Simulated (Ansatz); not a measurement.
The calculation's input:

```
crystal:
  periodic: [false, false, false]
  atoms:
    - { symbol: Al, position_ang: [-0.225071, 1.259394, 0.480855] }
    - { symbol: C, position_ang: [0.769714, -0.271204, -0.250332] }
    - { symbol: C, position_ang: [-0.095465, -1.541472, -0.405883] }
    - { symbol: O, position_ang: [-1.293145, 1.601115, -0.822003] }
    - { symbol: H, position_ang: [-0.945803, 0.9222, -1.424345] }
    - { symbol: O, position_ang: [-0.275516, 2.103454, 1.946525] }
    - { symbol: H, position_ang: [1.11203, 0.066371, -1.247824] }
    - { symbol: H, position_ang: [1.696728, -0.524629, 0.294122] }
    - { symbol: H, position_ang: [0.42533, -2.339795, -0.961641] }
    - { symbol: H, position_ang: [-0.369689, -1.959932, 0.577125] }
    - { symbol: H, position_ang: [-1.042059, -1.339425, -0.936246] }
    - { symbol: H, position_ang: [0.242845, 2.023723, 2.749849] }
basis:
  gaussian: { orbitals: def2-SVP }
hamiltonian:
  xc: b3lyp
relax:
  f_tol: 0.03
  max_steps: 50
output:
  orbitals: {}
```

Command:

```sh
ansatz run input.yaml --threads 2 --pin off --max-ram 3072MiB --backend cpu --events-out ev --progress --plain --runs-dir out
```

The fields are those of the relaxed geometry.

Theory: Ansatz 0.2.0, RKS B3LYP/def2-SVP.

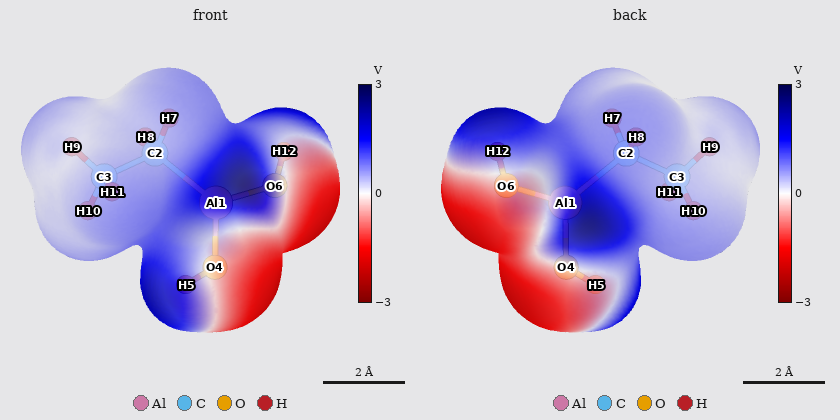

C2H7AlO2. The electrostatic potential painted on the density surface at 0.002 e/bohr³, seen from the front and from behind; red is negative and blue positive.

Question: Which sites attract a positive test charge, and which a negative one?

Answer: A positive charge is drawn to the negative regions and a negative charge to the positive ones. The most negative region (about −2.0 V) lies over O4 and O6, the most positive (about +2.6 V) over Al1.
